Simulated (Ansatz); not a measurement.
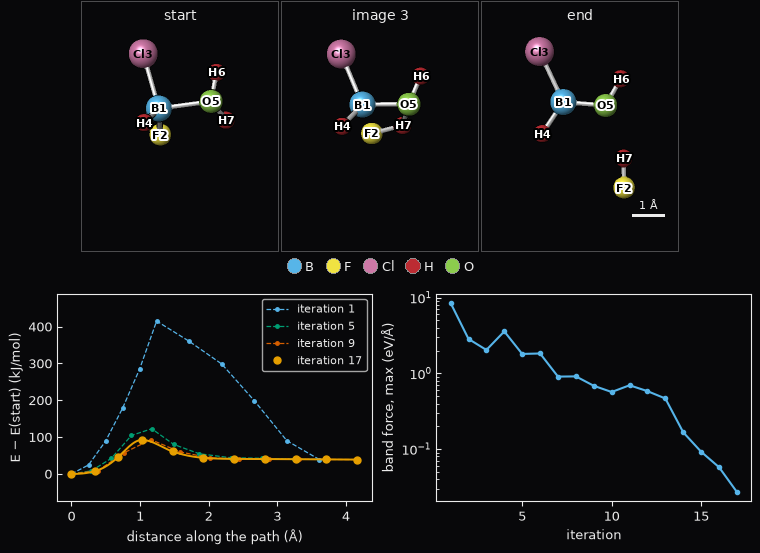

A nudged-elastic-band calculation for BH₃OClF. Images are numbered from 0 (start) to 10 (end). The plot follows the band through its iterations. Style: ball-and-stick. Shown face on.

The calculation used RKS PBE0/def2-SVP (Ansatz 0.2.0). Set-up: 9 movable images; climbing image; force threshold 0.05 eV/Å; iteration limit 60; starting path through a guess of the saddle point.

### Did the band converge, and can the barrier be trusted?

The result is final at these settings. The band converged in 17 iterations. The largest component of the band force went from 8.5 to 0.027 eV/Å. The climbing image converged on the top of the path. Its vibrational analysis gives one imaginary mode (899i cm⁻¹), as a transition state must have. The first iteration put the highest image at 415.3 kJ/mol. Forward barrier 92.4 kJ/mol, backward barrier 53.4 kJ/mol, with image 3 at the top; the reaction energy is +39.1 kJ/mol.

Cost: 6.6 min on 1 thread of Intel(R) Xeon(R) Platinum 8259CL CPU @ 2.50GHz (Skylake/Cascade Lake) (shared host), peak memory 0.19 GiB.
